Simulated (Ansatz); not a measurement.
# FH3S3Sn: up Jacob's ladder to CCSD(T), part 2 of 2

Ansatz 0.2.0, Gaussian basis; functionals in def2-TZVPP, the program's frozen cores in correlated methods. Earlier steps stand in the parts before.

### 15 LC-ωPBE-D4 (range-separated)

The program lends it the D4 damping of PBE0, so the term is taken off below.

in.yaml reads:

```yaml
crystal:
  periodic: [false, false, false]
  atoms:
    - {symbol: F, position_ang: [-1.274222, -0.173612, 1.422955]}
    - {symbol: Sn, position_ang: [-0.200200, -0.031631, -0.163772]}
    - {symbol: S, position_ang: [1.972725, 0.161021, 0.792985]}
    - {symbol: S, position_ang: [-0.856078, 1.865321, -1.430009]}
    - {symbol: S, position_ang: [-0.626349, -1.964248, -1.472378]}
    - {symbol: H, position_ang: [1.422534, 0.220937, 2.019753]}
    - {symbol: H, position_ang: [0.039852, 2.642867, -0.796848]}
    - {symbol: H, position_ang: [-0.386061, -2.777753, -0.428488]}
basis:
  gaussian: {orbitals: def2-TZVPP}
hamiltonian: {xc: {name: LC-wPBE}, dispersion: d4}
output: {orbitals: {seedname: orbitals}}
```

The log of the run, shortened:

```text
WARN the engine holds no damping parameters fitted to this dispersion correction and functional, so the run takes those fitted to pbe0 (hamiltonian.dispersion, under Limitations)
Functional definition: LC-wPBE
  name "LC-wPBE"
  cite "Vydrov & Scuseria, J. Chem. Phys. 125, 234109 (2006) doi:10.1063/1.2409292"
  cite "Heyd & Scuseria, J. Chem. Phys. 120, 7274 (2004) doi:10.1063/1.1668634"
  cite "Ernzerhof & Perdew, J. Chem. Phys. 109, 3313 (1998) doi:10.1063/1.476928"
  cite "Perdew, Burke & Ernzerhof, Phys. Rev. Lett. 77, 3865 (1996) doi:10.1103/PhysRevLett.77.3865"
  parent pbe
[...]
1573 factors; their error is unknown
446 factors; integrals over basis functions are off by at most 2.5e-5 eV
[...]
mean field -41099.29555996 eV, -1510.3712537256 hartree, gradient 7.8e-5 eV, S^2 0.000000; 0 other end points of the search recorded, 0 dependent functions left out
reference -41099.29555997 eV, -1510.3712537259 hartree; 41, 41 occupied and 208, 208 virtual orbitals, 1573 factors
Total energy: -41099.54036139 eV, -1510.3802500122 hartree
```

It took 3.8 s on 4 threads, shared host; peak memory 0.54 GiB.

Atomisation energy: 2268.0 kJ/mol (free atoms -41075.789 eV, run apart). HOMO -10.68 eV, LUMO -0.02 eV.

### 16 ωB97X-V (range-separated)

Edit in.yaml of step 15 so:

```diff
@@ -13,3 +13,3 @@
   gaussian: {orbitals: def2-TZVPP}
-hamiltonian: {xc: {name: LC-wPBE}, dispersion: d4}
+hamiltonian: {xc: {name: wB97X-V}}
 output: {orbitals: {seedname: orbitals}}
```

The log of the run, shortened:

```text
Functional definition: wB97X-V
  name "wB97X-V"
  cite "Mardirossian & Head-Gordon, Phys. Chem. Chem. Phys. 16, 9904 (2014) doi:10.1039/C3CP54374A"
  cite "Becke, J. Chem. Phys. 107, 8554 (1997) doi:10.1063/1.475007"
  cite "Vydrov & Van Voorhis, J. Chem. Phys. 133, 244103 (2010) doi:10.1063/1.3521275"
[...]
      + integral(e_c_pw_opposite_spin*poly(b97_u_opposite, cos0, cos1)) + vv10(b, c)
1638 factors; their error is unknown
306 factors; integrals over basis functions are off by at most 1.0e-5 eV
[...]
mean field -41102.83803368 eV, -1510.5014372334 hartree, gradient 2.7e-5 eV, S^2 0.000000; 0 other end points of the search recorded, 0 dependent functions left out
reference -41102.83803147 eV, -1510.5014371524 hartree; 41, 41 occupied and 208, 208 virtual orbitals, 1638 factors
Total energy: -41102.83803147 eV, -1510.5014371524 hartree
```

It took 12 s on 4 threads, shared host; peak memory 1 GiB.

With the free atoms at this level, -41078.445 eV in sum, the atomisation energy is 2353.6 kJ/mol. HOMO -10.30 eV, LUMO -0.11 eV.

### 17 ωB97M-V (range-separated)

Edit in.yaml of step 16 so:

```diff
@@ -13,3 +13,3 @@
   gaussian: {orbitals: def2-TZVPP}
-hamiltonian: {xc: {name: wB97X-V}}
-output: {orbitals: {seedname: orbitals}}
+hamiltonian: {xc: {name: wB97M-V}}
+output: {forces: true, orbitals: {seedname: orbitals}}
```

The log of the run, shortened:

```text
Functional definition: wB97M-V
  name "wB97M-V"
  cite "Mardirossian & Head-Gordon, J. Chem. Phys. 144, 214110 (2016) doi:10.1063/1.4952647"
  cite "Becke, J. Chem. Phys. 107, 8554 (1997) doi:10.1063/1.475007"
  cite "Vydrov & Van Voorhis, J. Chem. Phys. 133, 244103 (2010) doi:10.1063/1.3521275"
  # Of w^i u^j: cxij and so on, Table III.
[...]
  gx(w, u) = 1 - cx + cx01*u + cx10*w
  gss(w, u) = css00 + css04*u^4 + css10*w + css20*w^2 + css43*w^4*u^3
  gos(w, u) = cos00 + cos10*w + (cos20 + cos21*u)*w^2 + (cos60 + cos61*u)*w^6
[...]
      + integral(e_c_pw_mod_opposite_spin*gos(b97_w_opposite, b97_u_opposite)) + vv10(b, c)
1638 factors; their error is unknown
306 factors; integrals over basis functions are off by at most 1.0e-5 eV
[...]
mean field -41105.44256523 eV, -1510.5971520025 hartree, gradient 7.7e-5 eV, S^2 0.000000; 0 other end points of the search recorded, 0 dependent functions left out
[...]
reference -41105.44261947 eV, -1510.5971539960 hartree; 41, 41 occupied and 208, 208 virtual orbitals, 1638 factors
Total energy: -41105.44261947 eV, -1510.5971539960 hartree
Atom 0 at    -1.274222    -0.173612     1.422955 Å, force    -0.002862     0.003273    -0.006332 eV/Å
Atom 1 at    -0.200200    -0.031631    -0.163772 Å, force     0.048640     0.004332    -0.052791 eV/Å
Atom 2 at     1.972725     0.161021     0.792985 Å, force    -0.115465    -0.006136     0.043969 eV/Å
Atom 3 at    -0.856078     1.865321    -1.430009 Å, force     0.081707    -0.008687     0.090419 eV/Å
Atom 4 at    -0.626349    -1.964248    -1.472378 Å, force     0.029039     0.008402     0.117196 eV/Å
Atom 5 at     1.422534     0.220937     2.019753 Å, force     0.033718    -0.004069    -0.083857 eV/Å
Atom 6 at     0.039852     2.642867    -0.796848 Å, force    -0.061864    -0.052975    -0.041005 eV/Å
Atom 7 at    -0.386061    -2.777753    -0.428488 Å, force    -0.012915     0.055861    -0.067599 eV/Å
Dipole moment:     0.287706     0.026797    -0.032814 e Å
```

Run time: 17 s. Hardware: 4 threads, shared host; peak memory 1.1 GiB.

Atomisation energy: 2339.6 kJ/mol (free atoms -41081.194 eV, run apart). HOMO -10.10 eV, LUMO -0.22 eV.

### 18 B2PLYP (double hybrid)

Edit in.yaml of step 17 so:

```diff
@@ -13,3 +13,2 @@
   gaussian: {orbitals: def2-TZVPP}
-hamiltonian: {xc: {name: wB97M-V}}
-output: {forces: true, orbitals: {seedname: orbitals}}
+hamiltonian: {xc: {name: B2PLYP}}
```

The log of the run, shortened:

```text
Functional definition: B2PLYP
  name "B2PLYP"
  cite "Grimme, J. Chem. Phys. 124, 034108 (2006) doi:10.1063/1.2148954"
  cite "Becke, Phys. Rev. A 38, 3098 (1988) doi:10.1103/PhysRevA.38.3098"
  cite "Lee, Yang & Parr, Phys. Rev. B 37, 785 (1988) doi:10.1103/PhysRevB.37.785"
[...]
1621 factors; integrals over basis functions are off by at most 9.3e-4 eV
[...]
mean field -41081.89419208 eV, -1509.7317652510 hartree, gradient 5.9e-6 eV, S^2 0.000000; 0 other end points of the search recorded, 0 dependent functions left out
20 core orbitals not correlated: weight in the atoms' cores, before any rotation towards them, 1.000 or more for the frozen orbitals, at most 0.000 for the correlated occupied ones
reference -41081.89436779 eV, -1509.7317717083 hartree; 21, 21 occupied and 208, 208 virtual orbitals, 1621 factors
second order -36.36198777 eV of doubles, -0.00000000 eV of singles
Total energy: -41091.71210449 eV, -1510.0925668773 hartree
```

Run time: 8.5 s. Hardware: 4 threads, shared host; peak memory 0.71 GiB.

With the free atoms at this level, -41068.274 eV in sum, the atomisation energy is 2261.4 kJ/mol.

### 19 PBE-QIDH (double hybrid)

Edit in.yaml of step 18 so:

```diff
@@ -13,2 +13,2 @@
   gaussian: {orbitals: def2-TZVPP}
-hamiltonian: {xc: {name: B2PLYP}}
+hamiltonian: {xc: {name: PBE-QIDH}}
```

The log of the run, shortened:

```text
Functional definition: PBE-QIDH
  name "PBE-QIDH"
  cite "Brémond, Sancho-García, Pérez-Jiménez & Adamo, J. Chem. Phys. 141, 031101 (2014) doi:10.1063/1.4890314"
  cite "Perdew, Burke & Ernzerhof, Phys. Rev. Lett. 77, 3865 (1996) doi:10.1103/PhysRevLett.77.3865"
[...]
1621 factors; integrals over basis functions are off by at most 9.3e-4 eV
[...]
mean field -41071.59021954 eV, -1509.3531012443 hartree, gradient 1.5e-6 eV, S^2 0.000000; 0 other end points of the search recorded, 0 dependent functions left out
20 core orbitals not correlated: weight in the atoms' cores, before any rotation towards them, 1.000 or more for the frozen orbitals, at most 0.000 for the correlated occupied ones
reference -41071.59023229 eV, -1509.3531017131 hartree; 21, 21 occupied and 208, 208 virtual orbitals, 1621 factors
second order -33.73214922 eV of doubles, -0.00000000 eV of singles
Total energy: -41082.83428203 eV, -1509.7663129195 hartree
```

It took 8.5 s on 4 threads, shared host; peak memory 0.71 GiB.

With the free atoms at this level, -41059.154 eV in sum, the atomisation energy is 2284.8 kJ/mol.

### 20 Frontier levels by functional

Dipoles come from the runs that computed forces. Levels are read from the orbital files that the runs wrote:

```csv
functional,HOMO (eV),LUMO (eV),gap (eV),dipole (D)
LDA (SPW92),-6.82,-3.35,3.48,
PBE-D4,-6.69,-3.06,3.63,1.31
revPBE-D4,-6.64,-2.96,3.68,
BLYP-D4,-6.51,-2.98,3.53,
r2SCAN-D4,-7.00,-2.88,4.12,1.35
B97M-V,-7.06,-2.75,4.31,
PBE0-D4,-7.95,-2.19,5.76,
B3LYP-D4,-7.68,-2.46,5.21,1.40
r2SCANh-D4,-7.46,-2.57,4.89,
r2SCAN0-D4,-8.14,-2.09,6.06,
HSE06-D4,-7.55,-2.55,4.99,
BHLYP-D4,-9.03,-1.22,7.80,
CAM-B3LYP-D4,-9.25,-1.20,8.05,
LC-ωPBE,-10.68,-0.02,10.66,
ωB97X-V,-10.30,-0.11,10.19,
ωB97M-V,-10.10,-0.22,9.88,1.40
```

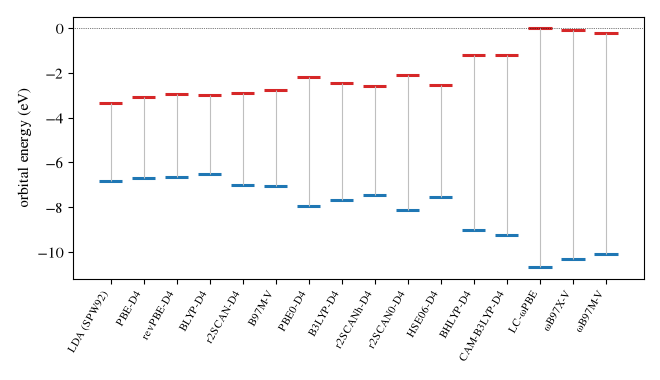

Highest occupied (blue) and lowest empty (red) level by functional.

### 21 CCSD(T) in def2-SVP

Edit in.yaml of step 19 so:

```diff
@@ -12,3 +12,3 @@
 basis:
-  gaussian: {orbitals: def2-TZVPP}
-hamiltonian: {xc: {name: PBE-QIDH}}
+  gaussian: {orbitals: def2-SVP}
+correlation: {method: ccsd_t}
```

The log of the run, shortened:

```text
Functional definition: HF
  name "HF"
  cite "Fock, Z. Phys. 61, 126 (1930) doi:10.1007/BF01340294"
  parent pbe
[...]
1107 factors; integrals over basis functions are off by at most 8.5e-4 eV
[...]
mean field -41001.55219117 eV, -1506.7792511753 hartree, gradient 5.3e-6 eV, S^2 0.000000; 0 other end points of the search recorded, 0 dependent functions left out
20 core orbitals not correlated: weight in the atoms' cores, before any rotation towards them, 1.000 or more for the frozen orbitals, at most 0.000 for the correlated occupied ones
reference -41001.55219117 eV, -1506.7792511753 hartree; 21, 21 occupied and 68, 68 virtual orbitals, 1107 factors
second order -18.62288298 eV of doubles, -0.00000000 eV of singles
cycle   1  -19.44659641 eV  change   -8.2e-1 eV  update   1.1e-1
[...]
cycle   9  -20.03976680 eV  change   -1.9e-5 eV  update   2.4e-5
perturbative correction -0.53763648 eV, -0.0197577764 hartree
Total energy: -41022.12959446 eV, -1507.5354567983 hartree
```

Wall time 8.5 s (4 threads, shared host); peak memory 0.5 GiB.

### 22 CCSD(T) in def2-TZVPP

Edit in.yaml of step 21 so:

```diff
@@ -12,3 +12,4 @@
 basis:
-  gaussian: {orbitals: def2-SVP}
+  gaussian: {orbitals: def2-TZVPP}
 correlation: {method: ccsd_t}
+output: {orbitals: {seedname: orbitals}}
```

The log of the run, shortened:

```text
Functional definition: HF
  name "HF"
  cite "Fock, Z. Phys. 61, 126 (1930) doi:10.1007/BF01340294"
  parent pbe
[...]
1621 factors; integrals over basis functions are off by at most 9.3e-4 eV
[...]
mean field -41016.80769868 eV, -1507.3398807356 hartree, gradient 2.6e-6 eV, S^2 0.000000; 0 other end points of the search recorded, 0 dependent functions left out
20 core orbitals not correlated: weight in the atoms' cores, before any rotation towards them, 1.000 or more for the frozen orbitals, at most 0.000 for the correlated occupied ones
reference -41016.80769868 eV, -1507.3398807356 hartree; 21, 21 occupied and 208, 208 virtual orbitals, 1621 factors
second order -29.92514224 eV of doubles, -0.00000000 eV of singles
cycle   1  -30.16061993 eV  change   -2.4e-1 eV  update   1.3e-1
[...]
cycle   9  -31.02330157 eV  change   -3.5e-5 eV  update   3.2e-5
perturbative correction -1.25713222 eV, -0.0461987571 hartree
Total energy: -41049.08813248 eV, -1508.5261647973 hartree
```

Wall time 5.2 min (4 threads, shared host); peak memory 5.3 GiB.

### 23 MP2 in def2-QZVPP

Edit in.yaml of step 22 so:

```diff
@@ -12,4 +12,3 @@
 basis:
-  gaussian: {orbitals: def2-TZVPP}
-correlation: {method: ccsd_t}
-output: {orbitals: {seedname: orbitals}}
+  gaussian: {orbitals: "def2-QZVPP.json"}
+correlation: {method: mp2}
```

The log of the run:

```text
Functional definition: HF
  name "HF"
  cite "Fock, Z. Phys. 61, 126 (1930) doi:10.1007/BF01340294"
  parent pbe
  exchange = exact_x
  correlation = 0
2662 factors; integrals over basis functions are off by at most 9.5e-4 eV
mean field evaluation 1: about -41014.6200 eV, gradient 3.7e1 eV
mean field evaluation 2: about -41014.7705 eV, gradient 3.7e1 eV
mean field evaluation 4: about -41017.8591 eV, gradient 3.3e0 eV
mean field evaluation 8: about -41017.9364 eV, gradient 4.3e-1 eV
mean field evaluation 16: about -41017.9375 eV, gradient 2.4e-6 eV
mean field -41017.93750978 eV, -1507.3814005280 hartree, gradient 2.4e-6 eV, S^2 0.000000; 0 other end points of the search recorded, 0 dependent functions left out
20 core orbitals not correlated: weight in the atoms' cores, before any rotation towards them, 1.000 or more for the frozen orbitals, at most 0.000 for the correlated occupied ones
reference -41017.93750978 eV, -1507.3814005280 hartree; 21, 21 occupied and 398, 398 virtual orbitals, 2662 factors
second order -37.74343010 eV of doubles, -0.00000000 eV of singles
Total energy: -41055.68093989 eV, -1508.7684460008 hartree
```

Run time: 24 s. Hardware: 4 threads, shared host; peak memory 2.3 GiB.

Energy pieces by basis (eV):

```csv
basis,HF,MP2 correlation,CCSD correlation,(T),total
def2-SVP,-41001.5522,-18.6229,-20.0398,-0.5376,-41022.1296
def2-TZVPP,-41016.8077,-29.9251,-31.0233,-1.2571,-41049.0881
def2-QZVPP,-41017.9375,-37.7434,,,-41055.6809 (MP2)
```

The report of the def2-TZVPP run gives T1 = 0.0131.

### 24 From triple and quadruple zeta to the limit

No new run: Hartree-Fock is extrapolated as exp(−7.88√X) and correlation as X^−2.97, with X = 3 and 4; only MP2 was run in the larger set, so CCSD(T) minus MP2 is added from the smaller one.

```csv
level,energy at the limit (eV)
HF,-41018.0931
MP2,-41061.6279
CCSD,-41062.7260
CCSD(T),-41063.9832
```

This is no true limit for total energies: MP2 correlation changes by a factor of 1.26 from triple to quadruple zeta (about 1.07 in light molecules), because outer-core shells are correlated in sets not made for them. Much of that cancels between molecule and atoms or ions.

### 25 RPA on PBE orbitals

Edit in.yaml of step 23 so:

```diff
@@ -12,3 +12,4 @@
 basis:
-  gaussian: {orbitals: "def2-QZVPP.json"}
-correlation: {method: mp2}
+  gaussian: {orbitals: def2-TZVPP}
+hamiltonian: {xc: pbe}
+correlation: {method: rpa}
```

The log of the run, shortened:

```text
Functional definition: PBE
  name "PBE"
  cite "Perdew, Burke & Ernzerhof, Phys. Rev. Lett. 77, 3865 (1996) doi:10.1103/PhysRevLett.77.3865"
  parent pbe
[...]
1621 factors; integrals over basis functions are off by at most 9.3e-4 eV
[...]
mean field -41092.61115868 eV, -1510.1256065094 hartree, gradient 2.0e-6 eV, S^2 0.000000; 0 other end points of the search recorded, 0 dependent functions left out
20 core orbitals not correlated: weight in the atoms' cores, before any rotation towards them, 1.000 or more for the frozen orbitals, at most 0.000 for the correlated occupied ones
reference -41014.63012454 eV, -1507.2598563622 hartree; 21, 21 occupied and 208, 208 virtual orbitals, 1621 factors
Total energy: -41061.38199978 eV, -1508.9779560876 hartree
```

Wall time 7.5 s (4 threads, shared host); peak memory 0.61 GiB.

RPA correlation: -46.752 eV. No RPA run of the hydrogen atom was made, so RPA has no atomisation energy below.

### 26 The ladder

Atomisation energy = energies of 1 F, 1 Sn, 3 S, 3 H (separate runs, same level) minus the molecule's; electronic only, no spin-orbit term.

Differences are taken before rounding.

```csv
method,rung,atomisation energy (kJ/mol),from CCSD(T)/CBS (kJ/mol),time
LDA (SPW92),LDA,2727.7,+376.9,1.8 s
PBE-D4,GGA,2372.1,+21.3,3.3 s
revPBE-D4,GGA,2298.7,-52.1,2.7 s
BLYP-D4,GGA,2303.2,-47.6,2.8 s
r2SCAN-D4,meta-GGA,2340.4,-10.4,7.5 s
B97M-V,meta-GGA,2381.9,+31.1,12 s
PBE0-D4,hybrid,2308.9,-42.0,4.9 s
B3LYP-D4,hybrid,2293.5,-57.3,7.5 s
r2SCANh-D4,hybrid,2313.3,-37.5,8.5 s
r2SCAN0-D4,hybrid,2275.1,-75.7,8.5 s
HSE06-D4,hybrid,2309.9,-40.9,5.5 s
BHLYP-D4,hybrid,2210.1,-140.8,5.5 s
CAM-B3LYP-D4,range-separated,2295.8,-55.0,6 s
LC-ωPBE,range-separated,2268.0,-82.8,3.8 s
ωB97X-V,range-separated,2353.6,+2.8,12 s
ωB97M-V,range-separated,2339.6,-11.2,17 s
B2PLYP,double hybrid,2261.4,-89.4,8.5 s
PBE-QIDH,double hybrid,2284.8,-66.0,8.5 s
HF/def2-TZVPP,wavefunction,1530.0,-820.8,
MP2/def2-TZVPP,wavefunction,2285.4,-65.5,
CCSD/def2-TZVPP,wavefunction,2182.9,-168.0,
CCSD(T)/def2-SVP,wavefunction,2076.5,-274.3,8.5 s
CCSD(T)/def2-TZVPP,wavefunction,2242.1,-108.7,5.2 min
MP2/CBS,wavefunction,2394.1,+43.3,
CCSD(T)/CBS,wavefunction,2350.8,0,5.6 min
```

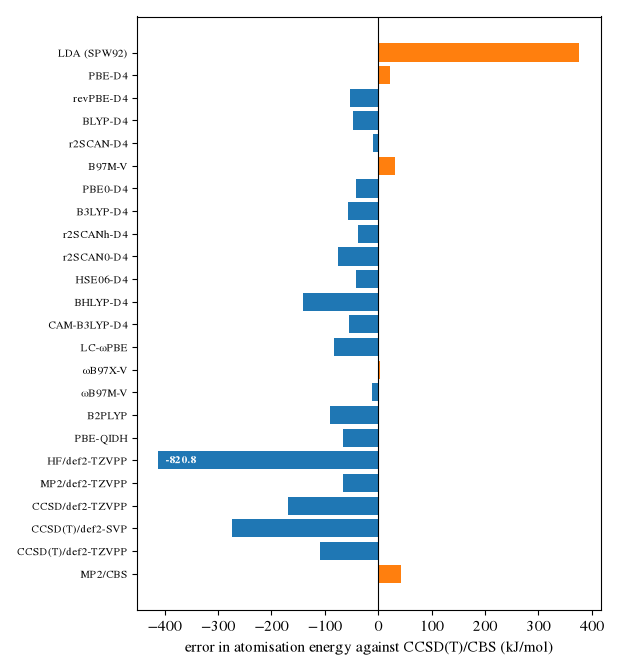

Deviations from CCSD(T)/CBS, method by method. Bars with a number in them are cut short.

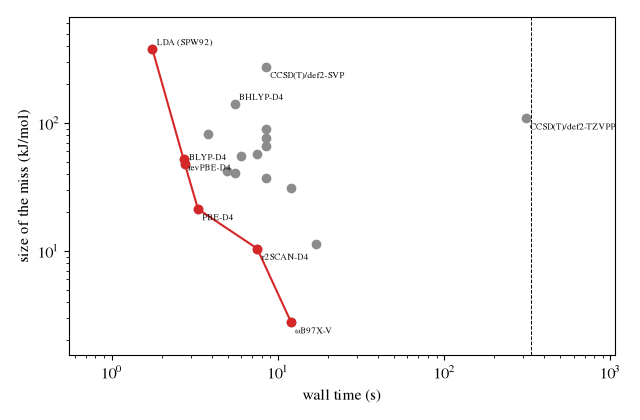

Miss against cost. Red marks the levels that no quicker level drawn beats (of those quicker than the yardstick), and the dashed line is the time of CCSD(T)/CBS. Only those levels and the largest misses are named. Times are from a shared host.

LDA (SPW92), LC-ωPBE, B2PLYP, PBE-QIDH carry no dispersion term (for B3LYP, D4 adds 44.1 kJ/mol).

Times are those of the molecule's run; HF, MP2 and CCSD come out of the CCSD(T) runs, and the limit's time is the sum of the runs that it needs.

### 27 Results

What follows sums up all 2 parts.

| quantity | value |
| --- | --- |
| atomisation energy, CCSD(T)/CBS | 2350.8 kJ/mol |
| functionals within 23.5 kJ/mol (1.0 %) | PBE-D4, r2SCAN-D4, ωB97X-V, ωB97M-V |
| farthest beyond LDA | BHLYP-D4 (-140.8 kJ/mol) |
| mean size of error, GGA | 40.3 kJ/mol |
| mean size of error, meta-GGA | 20.8 kJ/mol |
| mean size of error, hybrid | 65.7 kJ/mol |
| mean size of error, range-separated | 38.0 kJ/mol |
| mean size of error, double hybrid | 77.7 kJ/mol |
| gap, smallest and largest | 3.48 eV (LDA (SPW92)), 10.66 eV (LC-ωPBE) |
| T1 diagnostic | 0.0131 |
| triples share of the correlation energy | 3.9 % |

In words: The LDA atomisation energy is off by 376.9 kJ/mol (16 %): it overbinds. PBE-D4 misses by +21.3 kJ/mol. Double hybrids carry the basis error of their MP2 part in triple zeta, and no dispersion term here, so their miss is partly the set-up's. Taken by rung, meta-GGA functionals do best (20.8 kJ/mol on average) and double hybrid ones worst beyond LDA (77.7 kJ/mol). Misses under about 23.5 kJ/mol are within the doubt on the reference itself, which lacks core-valence correlation, spin-orbit coupling and higher excitations, and its outer-core shells are covered unevenly. All levels share the lack of spin-orbit coupling, which lowers the free heavy atoms and so the true binding. Hartree-Fock recovers 65 % of the binding; the rest is correlation. CCSD(T) in def2-SVP is off by -274.3 kJ/mol, worse than the median functional, from the basis alone. The gap grows from 3.5 to 10.7 eV across the functionals, mostly with the share of exact exchange. Correlated methods include outer-core shells of Sn, which these sets cover unevenly.

ωB97X-V reaches 2.8 kJ/mol from the reference in 12 s, where CCSD(T)/CBS took 5.6 min; the quickest level in the cost chart, LDA (SPW92), takes 1.8 s and misses by 376.9 kJ/mol.
